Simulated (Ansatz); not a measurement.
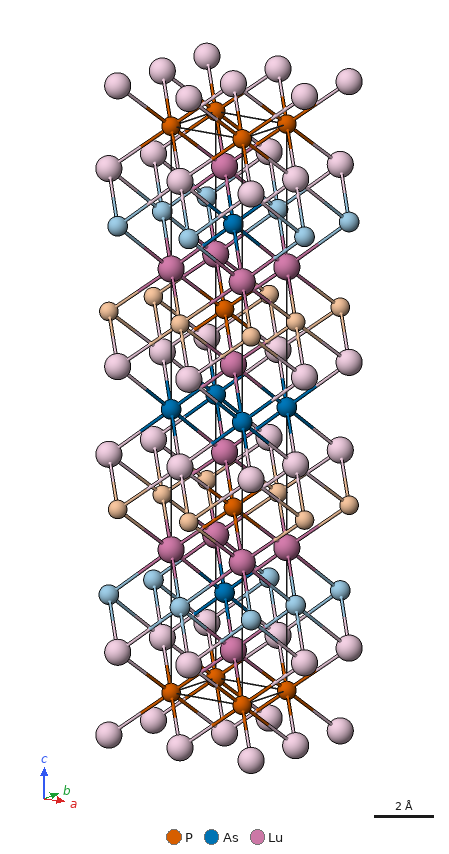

We look at a ball-and-stick model of the crystal slightly off an axis. The edges of the conventional unit cell are marked. Every bond is drawn to its end, so some atoms lie outside the box, in fainter colours.

Lu2AsP, space group R-3m (No. 166), a = 3.958 Å, b = 3.958 Å, c = 19.393 Å, α = 90.00°, β = 90.00°, γ = 120.00°. Source of the structure: a structure type filled with these elements by a generator (whether the compound takes this form wasn't checked). Earlier steps of the study may have refined or changed the cell and positions. It was run through Ansatz as a DFT input.

This one geometry was computed with Ansatz (DFT, plane waves, PAW) at three levels of theory: PBE, PBE with spin-orbit coupling and r2SCAN. It was relaxed beforehand with r2SCAN.

Question: How does the band gap change with the level of theory?

Answer: All levels give a metal.

Question: Collect the results in a table.

Answer:
| level | cutoff (eV) | k-mesh of the run's cell | gap (eV) | pressure (GPa) |
| --- | --- | --- | --- | --- |
| PBE | 420 | 8×8×8 | metal | 0.6 |
| PBE with spin-orbit coupling | 420 | 8×8×8 | metal | 0.2 |
| r2SCAN | 500 | 8×8×8 | metal | 0.0 |

Gaps are taken on the k-mesh or band path of each run.
